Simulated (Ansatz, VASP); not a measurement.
# SiC (Moissanite) in two plane-wave programs

Aim: how closely do two programs agree when they are given the same cell, functional and k mesh? The cell is taken from a series of VASP runs on this material, whose earlier steps may have relaxed, scaled or displaced it; both programs get it as it stands. Other levels of theory on this material are compared in a session of their own. Valence electrons are named where the data sets of a main pair hold unlike numbers.

Program: Ansatz 0.2.0. Level of theory: plane waves, with VASP 6.6.1 beside it; dielectric response at LDA and single point at LDA. Results are calculated unless marked as measured.

## (1) Set-up

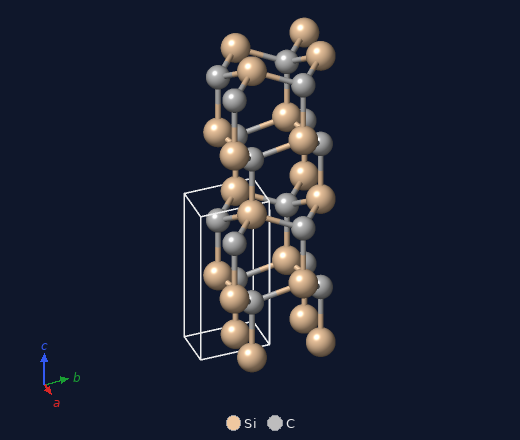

The cell as given, slightly off an axis (silicon light orange, carbon light grey). 2×2×2 cells are drawn. Some periodic images of atoms are drawn too.

## (2) Ansatz: dielectric response, LDA

Ansatz runs on its default PAW (the set named soft_2) files.

The response to a field tests empty states and converges slowly with the mesh.

input.yaml

```yaml
crystal:
  lattice:
    - [3.076, 0.0, 0.0]
    - [-1.538, 2.663894142, 0.0]
    - [0.0, 0.0, 5.048]
  atoms:
    - { symbol: Si, position: [0.6666666667, 0.3333333333, 0.5] }
    - { symbol: Si, position: [0.3333333333, 0.6666666667, 0.0] }
    - { symbol: C, position: [0.6666666667, 0.3333333333, 0.885] }
    - { symbol: C, position: [0.3333333333, 0.6666666667, 0.385] }
hamiltonian:
  xc: lda
  pseudopotentials: { kind: paw }
kpoints:
  mp_grid: { grid: [12, 12, 6] }
scf:
  occupations: { method: fixed }
dielectric:
  method: response
```

Command:

```console
> ansatz run input.yaml --threads 2 --pin off --max-ram 4608MiB --backend cpu --events-out ev --progress --plain --runs-dir out
```

Numbers of over 12 decimals in the logs are rounded to 6 here.

Output:

```text
Engine: ansatz 0.2.0, aarch64-unknown-linux-gnu
Pseudopotentials: kind: paw
Pseudopotential: Si, paw, valence charge 4, recommended cutoff 420 eV (normal), Si.paw.azcp
Pseudopotential: C, paw, valence charge 4, recommended cutoff 420 eV (normal), C.paw.azcp
Functional definition: SPW92
  exchange = slater_x
  correlation = pw_c
Crystal: 4 atoms, lattice volume = 41.364 Å³
Basis set: ecut = 420 eV, 785 PW (Γ), exchange–correlation on 48×48×72 points (8 copies of the dense FFT grid, shifted against one another)
Bands: 12, of which v1, the nominal top of the filled ones, is band 8 counted from 1 (7 counted from 0)
Symmetry: 12 space group operations
k-points: 242 of 864 (irreducible under 2 space group operations, time reversal used)
Non-local potential: Si, projectors of the file, l = 0: 2, l = 1: 2, l = 2: 2
Non-local potential: C, projectors of the file, l = 0: 2, l = 1: 2, l = 2: 1
PAW form: soft (Blöchl's): semilocal exchange-correlation on the pseudo side does not see the compensation charge
PAW frozen core: Si, regenerated for the run's functional, and the local potential with it (the file was generated under x = pbe(κ = 0.804, μ = 0.219515), c = pbe(β = 0.066725))
PAW frozen core: C, regenerated for the run's functional, and the local potential with it (the file was generated under x = pbe(κ = 0.804, μ = 0.219515), c = pbe(β = 0.066725))
PAW one-centre angular grid: Si, 110 points (default); XC on 64 Gauss nodes
PAW one-centre angular grid: C, 110 points (default); XC on 64 Gauss nodes
Initial density: superposition of atomic densities (neutral atoms: chi_scale 0, normalization atom), corrected by the library's trained network
Initial wavefunctions: pseudopotential atomic-orbital guess
Functional: x = slater, c = lda
SCF iter   1: F=—  HF=-1704.354737 eV  |F-HF|=—  |Δ(HF+E_count)|=         —  Δρ=7.71e-3  dr2=2.61e-2  ethr=1.77e-3  ⟨swp⟩=4.2  Hψ=16730  notcnv=0  defer=474
preconditioner: auto → none  [insulator: Δε(μ)=2.126 eV  Ē_g=11.759 eV  n_scr=2 (ndim 8)  ℏωp=23.1 eV  f_vac=0.000  ε∞_Penn≈4.9]
SCF iter   2: F=—  HF=-1704.347602 eV  |F-HF|=—  |Δ(HF+E_count)|=   7.13e-3  Δρ=3.47e-3  dr2=2.37e-3  ethr=1.63e-4  ⟨swp⟩=2.9  Hψ=7022  notcnv=0  defer=481
SCF iter   3: F=—  HF=-1704.346965 eV  |F-HF|=—  |Δ(HF+E_count)|=   6.37e-4  Δρ=1.43e-3  dr2=3.55e-4  ethr=1.48e-5  ⟨swp⟩=2.7  Hψ=5178  notcnv=0  defer=481
SCF iter   4: F=—  HF=-1704.346875 eV  |F-HF|=—  |Δ(HF+E_count)|=   9.00e-5  Δρ=3.01e-4  dr2=1.64e-5  ethr=2.22e-6  ⟨swp⟩=1.0  Hψ=2904  notcnv=0  defer=95
SCF iter   5: F=—  HF=-1704.346872 eV  |F-HF|=—  |Δ(HF+E_count)|=   3.24e-6  Δρ=2.43e-5  dr2=1.12e-7  ethr=1.03e-7  ⟨swp⟩=2.0  Hψ=4683  notcnv=0  defer=1
SCF iter   6: F=—  HF=-1704.346872 eV  |F-HF|=—  |Δ(HF+E_count)|=   3.46e-7  Δρ=2.85e-6  dr2=1.40e-9  ethr=7.01e-10  ⟨swp⟩=2.0  Hψ=4781  notcnv=0
SCF iter   7: F=-1704.346872 eV  HF=-1704.346872 eV  |F-HF|=9.09e-13  |Δ(HF+E_count)|=  6.73e-11  Δρ=2.23e-7  dr2=9.02e-12  ethr=1.00e-12  ⟨swp⟩=3.8  Hψ=10638  notcnv=0
SCF 1 converged in 7 iterations: F = -1704.346872 eV  dr2 = 9.02e-12
  greatest PAW one-centre occupation: 0.638 electrons in one spin orbital (limit 2), on the C atom at site 3 (counted from 0), in its partial waves of l = 0
DFPT response loops at Γ: preconditioner auto → Resta (q_TF=auto, 2.329 Å⁻¹)  ε∞=5.2 (no band partly filled); β = 1.00, the filter's whole step (`scf.mixing.beta` (0.50) is not read by the response loops at its default; to damp them type it under 1.00, their step now; it binds the ground state too); Broyden in place of MSR1
── the response to a field inside a basis, on 12×12×6 k-points: an SCF that follows is theirs, and a resumed run solves both again ──
Bands: 9, of which v1, the nominal top of the filled ones, is band 8 counted from 1 (7 counted from 0)
k-points: 126 of 864 (irreducible under 4 space group operations, time reversal used)
Initial density: handed on by an earlier stage of this run
Initial wavefunctions: pseudopotential atomic-orbital guess (no wavefunctions were taken with the density)
Eigensolver: Dense (126 Hₖ)
SCF iter   1: F=—  HF=-1704.348935 eV  |F-HF|=—  |Δ(HF+E_count)|=         —  Δρ=3.63e-4  dr2=9.50e-6  ethr=1.00e-1
preconditioner: auto → none  [insulator: Δε(μ)=2.641 eV  Ē_g=10.106 eV  n_scr=2 (ndim 8)  ℏωp=23.1 eV  f_vac=0.000  ε∞_Penn≈6.2]
SCF iter   2: F=—  HF=-1704.348936 eV  |F-HF|=—  |Δ(HF+E_count)|=   1.09e-6  Δρ=1.74e-4  dr2=2.02e-6  ethr=5.94e-8
SCF iter   3: F=—  HF=-1704.348937 eV  |F-HF|=—  |Δ(HF+E_count)|=   7.56e-7  Δρ=4.54e-5  dr2=4.14e-7  ethr=1.26e-8
SCF iter   4: F=-1704.348937 eV  HF=-1704.348937 eV  |F-HF|=1.01e-10  |Δ(HF+E_count)|=   7.77e-8  Δρ=3.46e-6  dr2=1.68e-9  ethr=2.59e-9
SCF 1 converged in 4 iterations: F = -1704.348937 eV  dr2 = 1.68e-9
DFPT response loops at Γ: preconditioner auto → Resta (q_TF=auto, 2.329 Å⁻¹)  ε∞=4.8 (no band partly filled); β = 1.00, the filter's whole step (`scf.mixing.beta` (0.50) is not read by the response loops at its default; to damp them type it under 1.00, their step now; it binds the ground state too); Broyden in place of MSR1
SCF converged after 7 iterations
Free energy (F): -1704.346872 eV
Harris-Foulkes:  -1704.346872 eV  (|F-HF|=9.09e-13)
Internal energy: -1704.346872 eV  (E = F + TS)
E sigma→0 (E₀):  -1704.346872 eV
Fermi energy:    9.542644 eV
--- Per-component energies (eV) ---
  E_band       = 54.160329
  E_kinetic    = 271.713059
  E_local      = -214.737600  (includes V_loc(G=0)·N_el)
  E_nonlocal   = 107.825466
  E_hartree    = 64.613202
  E_xc         = -209.534834
  E_vxc        = -218.896764  (∫ρ·V_xc dr)
  E_paw        = -1155.949638  (= ΣΔE_a)
  E_vpaw       = -20.970246  (= ΣTr[D̂ρ^β])
  E_aug_tail   = 0.000030  (compensation charges beyond the density's cutoff)
  E_ewald      = -568.570884
  E_core_change = 0.294326  (= ΣΔE_core)
  E_smearing   = -0.000000  (= −TS)
  E_closure    = 0.000000  (closes the sum)
  Σ components = -1704.346872   (vs F -1704.346872, Δ=0.00e0)
--- Band table (eV; the first three rows and the last of 242) ---
  k-point 0: bands = [... 4 lower, 7.9899, 9.2686, 9.2686, 9.5426, 14.1195, 15.5627, 15.9474, 15.9474]
  k-point 1: bands = [... 4 lower, 8.0640, 8.7744, 9.1691, 9.1691, 14.2424, 15.9945, 15.9945, 16.1286]
  k-point 2: bands = [... 4 lower, 8.2733, 8.2733, 8.9091, 8.9091, 14.6055, 15.9247, 16.1958, 16.1958]
  k-point 241: bands = [... 4 lower, 4.6869, 4.6869, 7.4561, 7.4561, 14.1278, 14.1278, 16.1700, 16.1700]
--- Dielectric response (ions clamped): 3 representative field directions + reference, inside a basis on a mesh of 864 k-points (Σ response iterations 12) ---
  ε∞ (high-frequency dielectric tensor):
        6.893353     0.000000    -0.000000
        0.000000     6.893353     0.000000
       -0.000000     0.000000     7.457600
  Born effective charges Z* (e; rows j = field, columns β = displacement):
    site 0:
         2.68544   -0.00000    0.00000
         0.00000    2.68544    0.00000
         0.00000    0.00000    2.92408
    site 1:
         2.68544    0.00000    0.00000
         0.00000    2.68544    0.00000
         0.00000   -0.00000    2.92408
    site 2:
        -2.68544    0.00000    0.00000
         0.00000   -2.68544    0.00000
        -0.00000   -0.00000   -2.92408
    site 3:
        -2.68544    0.00000   -0.00000
        -0.00000   -2.68544   -0.00000
        -0.00000    0.00000   -2.92408
  Z* charge neutrality: 7.724e-4 e pre-enforcement
  solved inside a basis spanned on kpoints, on 12×12×6 k-points, its susceptibility summed on 16×16×8: ε∞ is read to err by 2.6e-2, Z* by 1.1e-2 e (field_mesh: kpoints solves on kpoints); Z* is corrected for what the basis lacks
```

The job ended after 36 s (2 threads of Arm Neoverse V2, shared host; peak memory 0.69 GiB).

(Continued in part 2 of 3.)

[Lines on the potential files, build, host, timing and source positions are cut from VASP's logs without a mark.]

[Logs are printed without paths, hosts, clocks, repeated set-up lines and the standing remarks that a program may print on its own settings, such as how far it seeks lower states.]

[Hosts, paths, dates, database ids (printed as entryN), source tags and the programs' standing remarks are cut or masked in the printed files.]
